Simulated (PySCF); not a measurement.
H4BrNSi, SMILES N[SiH2]Br at its PBE0/def2-SVP optimised geometry (Å):

```
7

N      1.0912    -0.6814     0.0000
Si    -0.6236    -0.6814     0.0000
Br    -1.5942     1.3517     0.0000
H      1.5942    -0.4012     0.8353
H      1.5941    -0.3992    -0.8347
H     -1.0941    -1.3517     1.2401
H     -1.0942    -1.3505    -1.2407
```

Calculation: PBE0/def2-TZVP run with PySCF 2.14.0.

Map of the Laplacian of the electron density (e/bohr⁵) on the plane z = 1.0 Å:

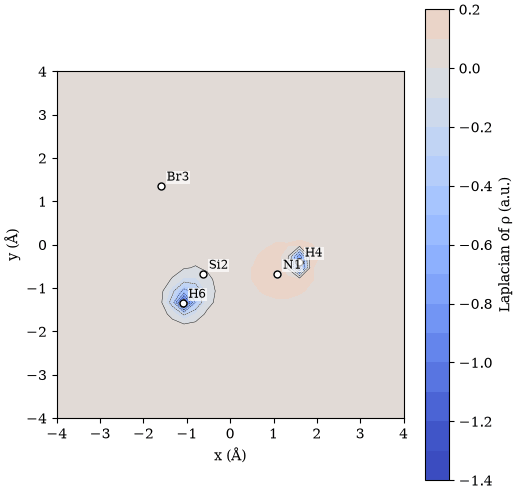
*Laplacian of the electron density (e/bohr⁵) on the plane z = 1.0 Å.*
